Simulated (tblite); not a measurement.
Run report: C4H4NSi, frequency calculation

- system: C4H4NSi, multiplicity 2
- method: GFN2-xTB harmonic vibrations, gas phase (tblite 0.8.0)

It belongs to a series of runs on one base structure; here: H removed from sp C.

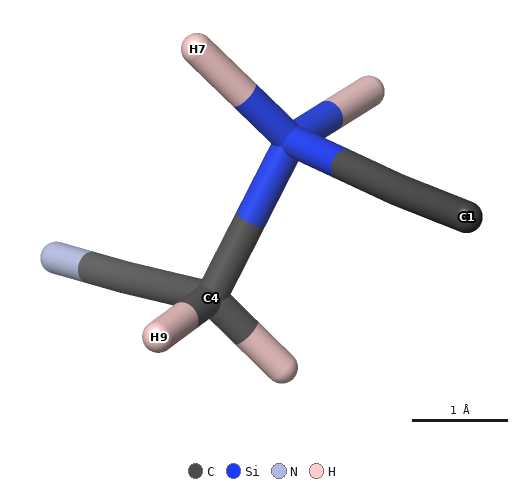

*The structure (stick view, seen at a tilt; atoms are numbered from 1 in the order of the input).*

Bond lengths as drawn: C–C 1.20 to 1.43 Å, C–H 1.09 Å, C–N 1.14 Å, C–Si 1.87 to 1.92 Å and H–Si 1.46 Å.

Input
```
{"job": {"kind": "ir", "xc": "GFN2-xTB", "basis": "xTB"}, "charge": 0, "multiplicity": 2}
C      3.312523    -0.436334    -0.029932
C      2.206652     0.027274    -0.028937
Si     0.512868     0.814930    -0.030304
C     -0.652042    -0.716318     0.024567
C     -2.013984    -0.291052     0.029917
N     -3.096209     0.081040     0.031963
H      0.356328     1.626562     1.177523
H      0.327476     1.562038    -1.275198
H     -0.462352    -1.308122     0.921928
H     -0.482378    -1.355364    -0.844054
```

The first line tells a small driver script what to run in tblite; the rest is the geometry in Å.

Launched with:
```bash
OMP_NUM_THREADS=1 python <driver script> task.json out
```

Output
```
mode    cm-1     km/mol
  1      41.6     13.29
  2      85.8     11.84
  3     153.0      2.36
  4     180.1      0.45
  5     211.4      4.11
  6     373.9      1.20
  7     433.6     54.09
  8     453.5      1.24
  9     503.2      0.05
 10     624.0     18.10
 11     685.2    184.24
 12     707.4     76.01
 13     754.6    234.35
 14     756.6     82.14
 15    1013.2     16.91
 16    1068.4      0.87
 17    1168.0     67.74
 18    1404.7      7.62
 19    2218.0      6.75
 20    2267.0    378.25
 21    2270.6    100.11
 22    2398.4    279.89
 23    2971.0      9.50
 24    2979.3      8.59
```

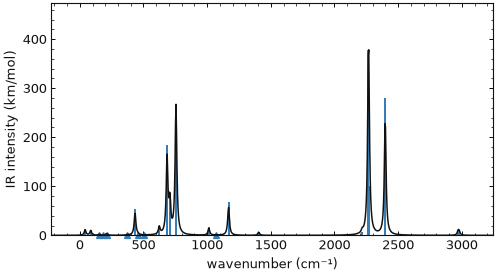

*Harmonic infrared spectrum, unscaled: sticks (degenerate modes added up, dark ones marked on the axis) with a Lorentzian envelope of 16 cm⁻¹ full width, scaled to the tallest stick.*

24 modes from 42 to 2979 cm⁻¹, none imaginary. The strongest line is at 2267 cm⁻¹ (378 km/mol).

Results in brief

| quantity | value |
| --- | --- |
| outcome | converged |
| total energy | −408.8309 eV |
| zero-point energy | 36.7720 kcal/mol |
| hardware | 1 CPU thread, shared host |
| peak memory | 0.18 GiB |
